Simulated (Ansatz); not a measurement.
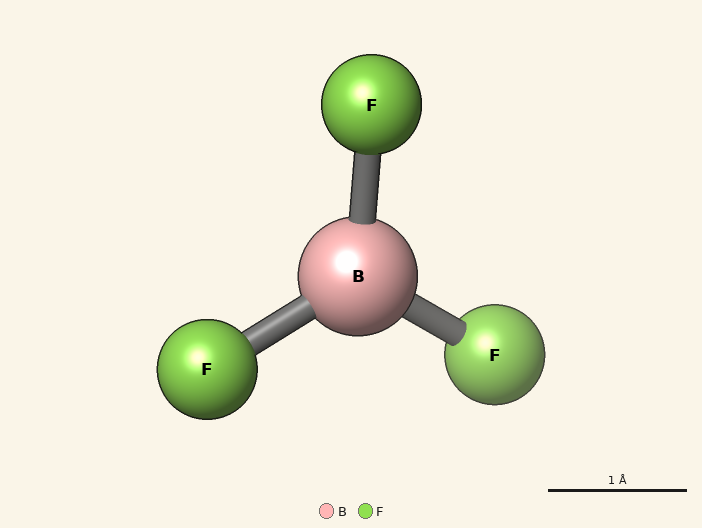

Atoms fade into the background with distance from the viewer. Computed geometry: PBE0-D4/def2-TZVP optimisation. Masses are those of the most abundant isotopes; constants are for the rigid equilibrium geometry.

Classify the rotor and give the rotational constants (MHz).

Answer. An oblate symmetric top (D3h): A = B = 10316, C = 5158 MHz.
